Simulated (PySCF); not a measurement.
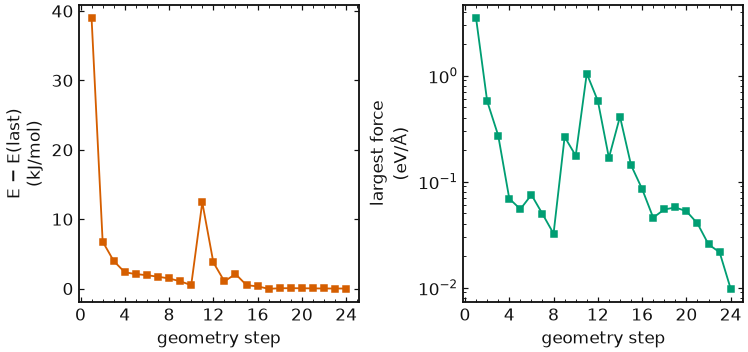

History of a geometry optimisation.

The run: C2H3BF2 (SMILES [CH2+][CH]B(F)F) (charge +1), multiplicity 2, by PBE0-D3(BJ)/def2-SVP, geometry optimisation in PySCF 2.14.0, density fitting.

### How did the optimisation end?

The optimisation met its thresholds at geometry 24, counting the start as the first. The energy fell by about 39 kJ/mol from the first step to the last, with a rise at steps 11 and 14. The largest force goes from about 3.5 eV/Å at the start to 0.01 eV/Å at the end.
